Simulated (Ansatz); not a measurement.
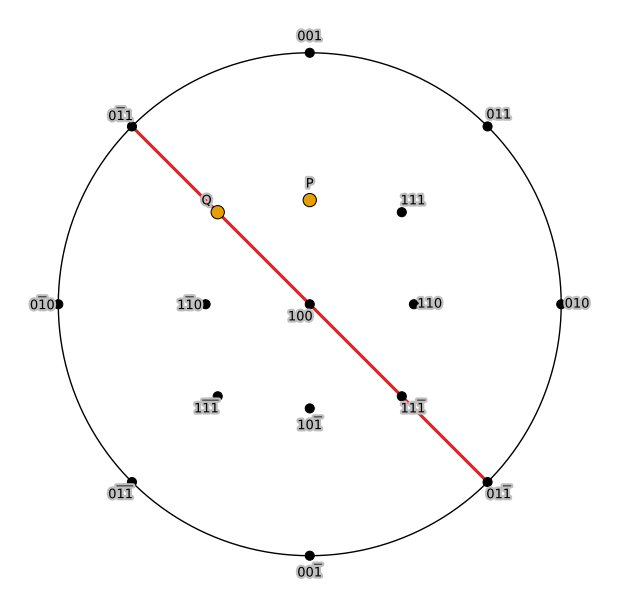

For KCrO3, the geometry relaxed with Ansatz, DFT, PAW plane waves, r2scan+U; the starting structure was generated, so it need not be a known form of this composition: stereographic projection of plane normals (upper hemisphere) centred on (1 0 0). Symmetry computed with spglib at a tolerance of 0.002 Å; standard conventional cell.

a = 3.782 Å, b = 3.782 Å, c = 3.782 Å, α = 90.00°, β = 90.00°, γ = 90.00°.

> Index the poles marked P, Q.

P is (1 0 1), 45.0° from the centre; Q is (1 −1 1), 54.7° from the centre.

> Which zone does the coloured great circle trace?

The zone [0 1 1]: its poles satisfy k + l = 0.

> What is the angle between the normals of (0 0 1) and (1 −1 −1), and what are their d_hkl = 1/|g|?

125.3°; d = 3.782 Å and 2.184 Å.
